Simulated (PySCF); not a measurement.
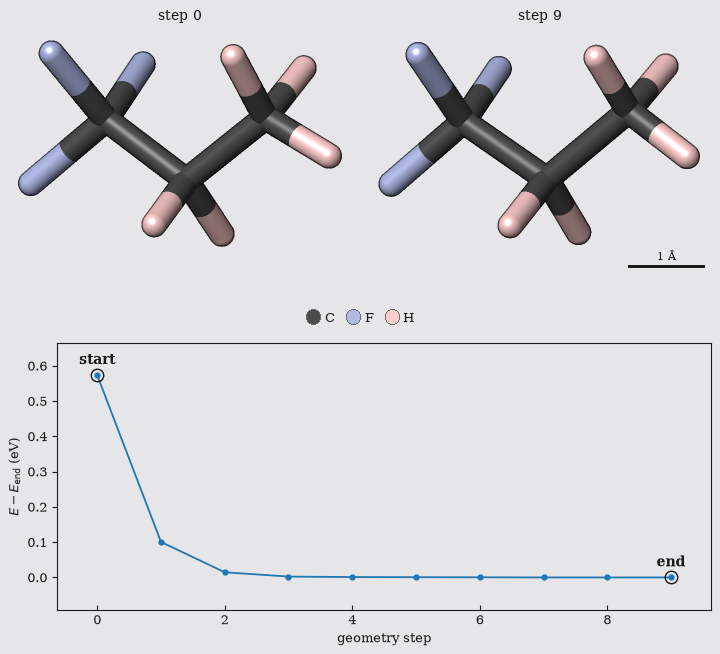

First and last geometry of a relaxation of C$_{3}$H$_{5}$F$_{3}$, with the history of the run. A stick model, seen at a tilt.

The start comes from MMFF94s. Its atoms were then displaced at random by about 0.03 Å.

The calculation used PySCF 2.14.0, density-fitted response routines, PBE0-D3(BJ)/def2-SVP geometry optimisation, gas phase. 

Q: Read the history and describe the run.

A: It converged. Over 9 geometry steps the energy falls by 0.574 eV. The largest move after the best rigid fit is that of a C atom, 0.10 Å. By element the largest moves are C 0.10 Å, F 0.10 Å, H 0.06 Å. Some distances before and after: C–C 1.424 → 1.518 Å, C–H 1.179 → 1.100 Å, C–F 1.401 → 1.338 Å, C–H 1.067 → 1.100 Å. Among the angles between lasting bonds that change: C–C–F 119.4° → 111.9°, C–C–H 116.8° → 110.5°, H–C–H 102.1° → 108.0°.

```tsv
step	E − E(0), eV
0	0.0000
1	-0.4729
2	-0.5590
3	-0.5712
4	-0.5726
5	-0.5730
6	-0.5733
7	-0.5736
8	-0.5737
9	-0.5737
```
